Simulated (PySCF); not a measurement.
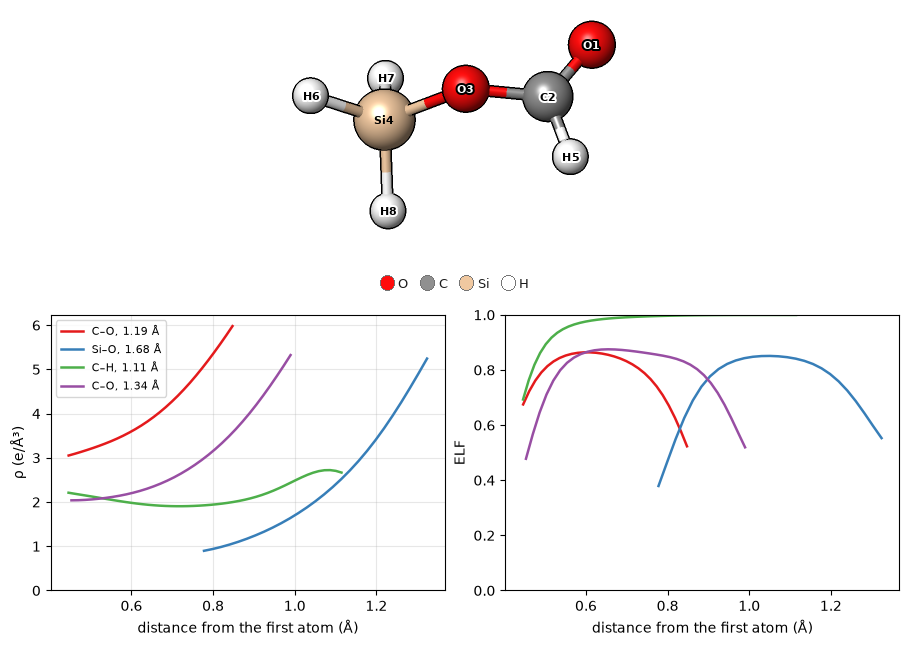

Figure. CH4O2Si. Electron density and ELF along straight lines between neighbouring atoms. The curves leave out the atomic cores. The structure is drawn too.

Geometry: PBE0-D3(BJ)/def2-SVP.

Computed with PySCF, PBE0/pcSseg-2, SCF density, gas phase, non-relativistic.

The calculation's input:

```
{"job": {"kind": "nmr", "xc": "PBE0", "basis": "pcSseg-2", "pop": false}, "charge": 0, "multiplicity": 1}
O      1.935883     0.868375     1.250460
C      1.537175     0.205076     0.347161
O      0.388600    -0.488842     0.366424
Si    -1.163585    -0.208812    -0.216386
H      2.097695     0.055476    -0.604512
H     -1.927410    -1.450850     0.060333
H     -1.766534     0.961332     0.480482
H     -1.101824     0.058245    -1.683962
```

Run with:

```sh
OMP_NUM_THREADS=1 python ens_run.py task.json out
```

What kind of bonding do the profiles show?

C–O (1.19 Å): ρ at the midpoint is about 3.6 e/Å³; the ELF peaks at about 0.85 between the atoms: a short, multiple covalent bond.
Si–O (1.68 Å): ρ at the midpoint is about 1 e/Å³; the ELF peaks at about 0.85 between the atoms; a shared but strongly polarised pair.
C–H (1.11 Å): ρ at the midpoint is about 2 e/Å³; the ELF climbs to about 1 towards the hydrogen, as it does in any bond to H (a covalent bond by its length).
C–O (1.34 Å): ρ at the midpoint is about 2.4 e/Å³; the ELF peaks at about 0.90 between the atoms (a shared but strongly polarised pair).
